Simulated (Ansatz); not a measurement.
Bands of a (10,0) AlN nanotube, along its axis.

All values below come from PBE (plane waves to 420 eV, PAW; Ansatz, a quantum-chemistry and plane-wave program). Mesh 1×1×6. No spin polarisation. Periodic along z alone, with about 11 Å of vacuum beside it. A hypothetical model, rolled from the flat sheet. Symmetry and one short period hold its shape; lower forms weren't sought.

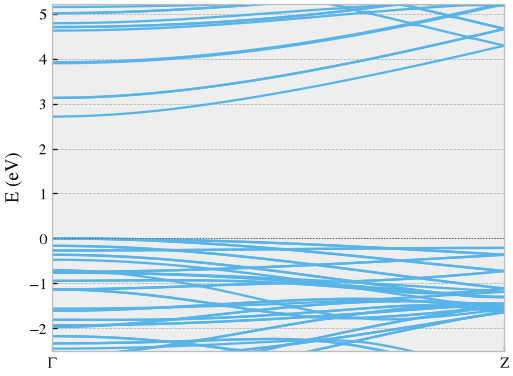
Bands from the zone centre to the zone edge (period 5.39 Å); the dotted line marks the highest filled level

Question: Is it a metal or a semiconductor at this level? Give what the bands show.

Answer: A semiconductor in PBE.
```
Quantity                Result
--------  --------------------
PBE gap   2.71 eV, direct at Γ
```
